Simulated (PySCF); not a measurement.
Molecule: SMILES N#C[SiH2][GeH3] (CH5GeNSi). Atoms near the plane z = 0.0 Å, at the PBE0/def2-SVP optimised geometry (x, y, z in Å): N1 (2.6, 1.2, 0.0), C2 (1.5, 1.2, 0.0), Si3 (-0.4, 1.1, 0.0), Ge4 (-1.1, -1.2, 0.0), H7 (-2.6, -1.2, 0.0).

Method: PBE0/def2-TZVP (PySCF). Cells within 0.4 Å of a nucleus heavier than hydrogen are left out (blank, or x). The values are rescaled to run from 0 to 1.

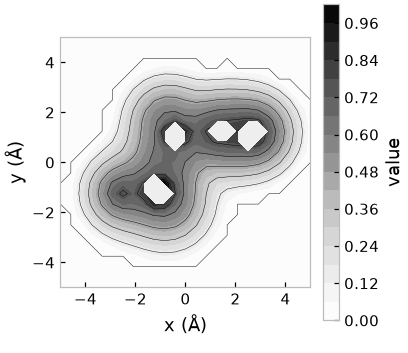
Figure. a field on the plane z = 0.0 Å.

**Question.** Which quantity is mapped?
A) log10 of the electron density
B) an orbital amplitude
C) electron localisation function
D) Laplacian of the electron density

**Answer.** A, log10 of the electron density. In full: log10 of the electron density (e/bohr³), floored at −4.
